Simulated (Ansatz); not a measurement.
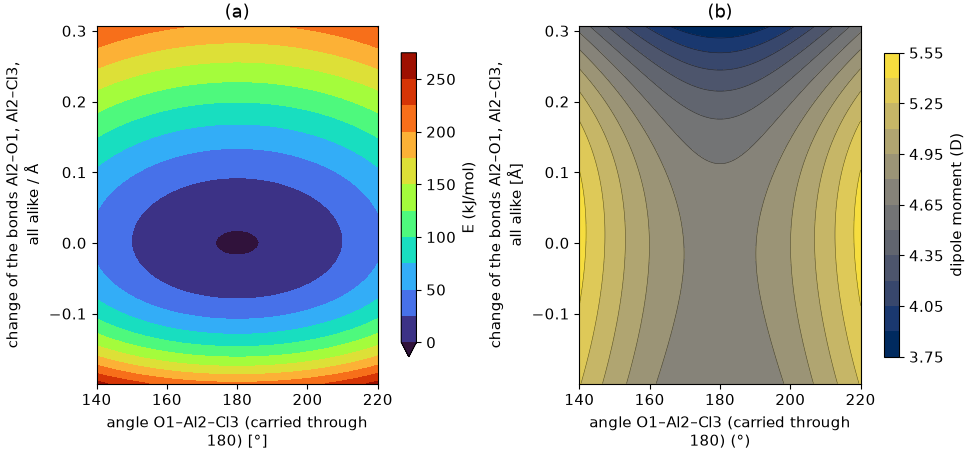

AlClO, SMILES [O]=[Al][Cl]. 
- First axis: angle O1–Al2–Cl3 (carried through 180). Second axis: change of the bonds Al2–O1, Al2–Cl3, all alike.
- Nothing is relaxed (all other coordinates rigid).
- The scan uses a 15 × 15 grid; 120 points were computed and 105 follow by symmetry.
- Points are written as (first, second).
- Energies are in kJ/mol, from the lowest grid point.
- All numbers below come from Ansatz, RHF/def2-TZVP.

Panel (a) is the energy; panel (b) is the computed dipole moment, in D.

In the figure: filled contours. Between grid points the surface is interpolated.

How does the dipole moment vary over the map, and what is it at the lowest grid point?

Answer. Leaving out the highest fifth of the energies, it runs from 4.04 D at (180.0°, 0.271 Å) to 5.46 D at (140.0°, 0.018 Å). At the lowest grid point, (180.0°, 0.018 Å), it is 4.74 D.

```tsv
second ↓, first →	140.0	145.7	151.4	157.1	162.9	168.6	174.3	180.0	185.7	191.4	197.1	202.9	208.6	214.3	220.0
0.307	4.59	4.41	4.24	4.09	3.95	3.85	3.79	3.76	3.79	3.85	3.95	4.09	4.24	4.41	4.59
0.271	4.82	4.65	4.49	4.34	4.21	4.12	4.06	4.04	4.06	4.12	4.21	4.34	4.49	4.65	4.82
0.235	5.01	4.85	4.69	4.55	4.42	4.33	4.27	4.25	4.27	4.33	4.42	4.55	4.69	4.85	5.01
0.199	5.16	5.00	4.85	4.71	4.58	4.49	4.44	4.42	4.44	4.49	4.58	4.71	4.85	5.00	5.16
0.163	5.28	5.12	4.96	4.82	4.70	4.61	4.56	4.54	4.56	4.61	4.70	4.82	4.96	5.12	5.28
0.126	5.36	5.20	5.05	4.91	4.79	4.70	4.64	4.62	4.64	4.70	4.79	4.91	5.05	5.20	5.36
0.090	5.42	5.25	5.10	4.96	4.84	4.76	4.70	4.68	4.70	4.76	4.84	4.96	5.10	5.25	5.42
0.054	5.45	5.28	5.13	4.99	4.88	4.79	4.74	4.72	4.74	4.79	4.88	4.99	5.13	5.28	5.45
0.018	5.46	5.29	5.14	5.01	4.89	4.81	4.76	4.74	4.76	4.81	4.89	5.01	5.14	5.29	5.46
−0.018	5.45	5.29	5.14	5.01	4.90	4.81	4.76	4.75	4.76	4.81	4.90	5.01	5.14	5.29	5.45
−0.054	5.43	5.27	5.12	5.00	4.89	4.81	4.76	4.74	4.76	4.81	4.89	5.00	5.12	5.27	5.43
−0.090	5.40	5.24	5.10	4.98	4.87	4.79	4.74	4.73	4.74	4.79	4.87	4.98	5.10	5.24	5.40
−0.126	5.36	5.21	5.07	4.95	4.85	4.77	4.73	4.71	4.73	4.77	4.85	4.95	5.07	5.21	5.36
−0.163	5.31	5.17	5.03	4.92	4.82	4.75	4.70	4.69	4.70	4.75	4.82	4.92	5.03	5.17	5.31
−0.199	5.26	5.12	4.99	4.88	4.78	4.71	4.67	4.66	4.67	4.71	4.78	4.88	4.99	5.12	5.26
```
